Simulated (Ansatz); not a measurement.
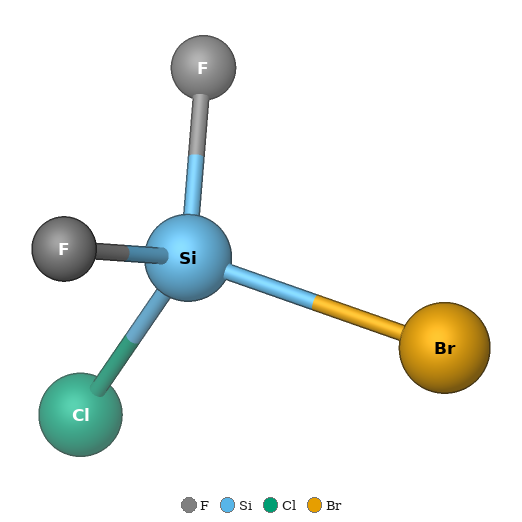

Orthographic view. Distant atoms are faded towards the background colour. Computed geometry: PBE0-D4/def2-TZVP optimisation.

Question: Give the standard InChI.

Answer: InChI=1S/BrClF2Si/c1-5(2,3)4
